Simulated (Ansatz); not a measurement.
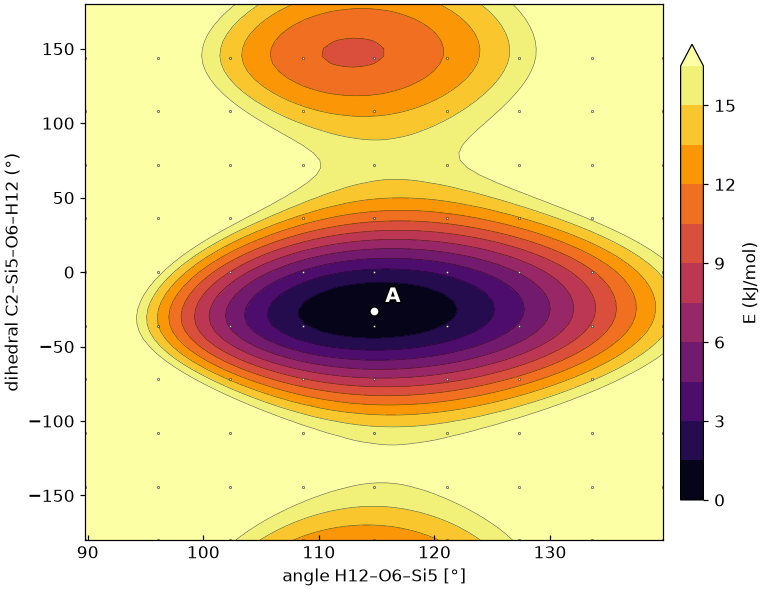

C2H6FNOSi, SMILES CC1(F)N[SiH]1O. The first coordinate is: angle H12–O6–Si5; the second: dihedral C2–Si5–O6–H12. Nothing is relaxed (all other coordinates rigid). The grid has 9 × 10 points. Points are written as (first, second). Energies: kJ/mol, counted from the relaxed molecule at the same level. The calculation used RKS PBE-D4/def2-SVP (Ansatz).

Drawn: filled contours, dots at the grid points, one colour for all values above the top of the scale, the well A. Between grid points the surface is interpolated.

### Where is the minimum, and how stiff is the well along each coordinate? Take the well at A.

The interpolated minimum is at angle H12–O6–Si5 ≈ 114.8°, dihedral C2–Si5–O6–H12 ≈ −26°. The curvatures there are about 2.1 eV/rad² and 0.29 eV/rad², with a cross term of about −0.04 eV/rad². Round the minimum the two coordinates are weakly coupled (coupling −0.06 in units of the two stiffnesses). (1 eV is 96.5 kJ/mol.)
